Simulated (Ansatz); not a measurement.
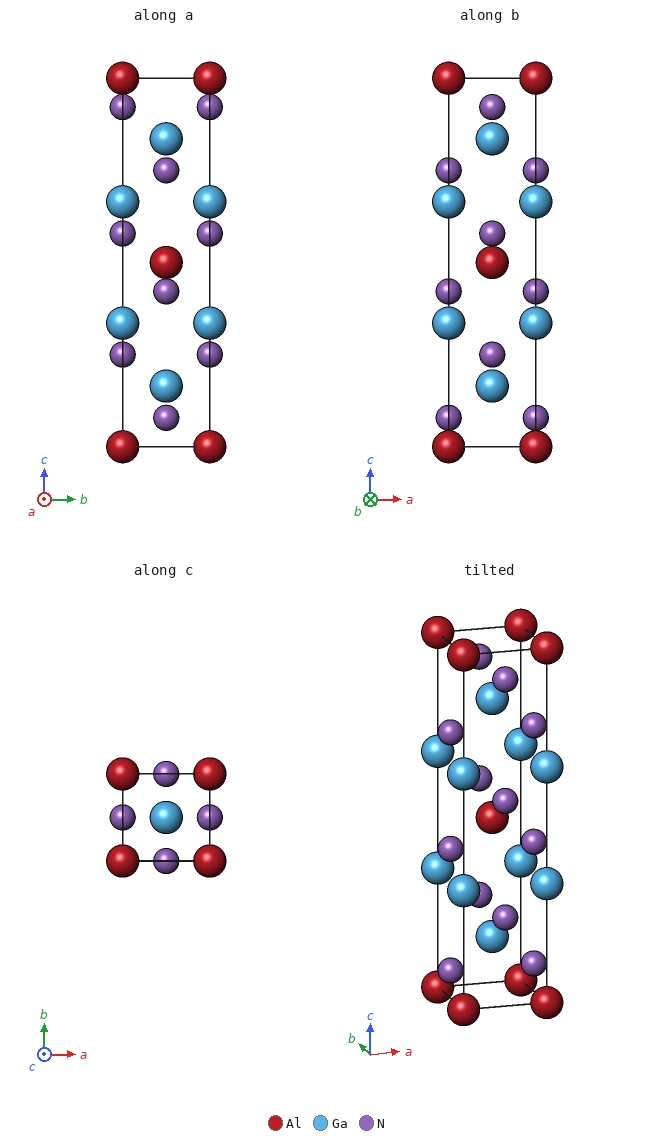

The structure above is drawn in spheres-only style and viewed along the a axis, along the b axis, along the c axis and slightly off an axis. The edges of the conventional unit cell are marked.

Lattice parameters: a = 3.185 Å, b = 3.185 Å, c = 13.472 Å, α = 90.00°, β = 90.00°, γ = 90.00°. Put a along x and b in the xy plane.

Question: Set out the cell and atoms as a POSCAR file, with free fractional coordinates to two decimals.

Answer:
```
Al Ga N
1.0
     3.185    0.000    0.000
     0.000    3.185    0.000
     0.000    0.000   13.472
Al Ga N
2 4 6
Direct
  0.00 0.00 0.00
  0.50 0.50 0.50
  0.00 0.00 0.34
  0.50 0.50 0.16
  0.50 0.50 0.84
  0.00 0.00 0.66
  0.00 0.50 0.42
  0.00 0.50 0.08
  0.50 0.00 0.25
  0.50 0.00 0.92
  0.50 0.00 0.58
  0.00 0.50 0.75
```

The model was built from a structure type filled with these elements by a generator (whether the compound takes this form wasn't checked). What is shown is the relaxed result from DFT PBE, scalar-relativistic, plane waves, PAW (Ansatz 0.2.0).
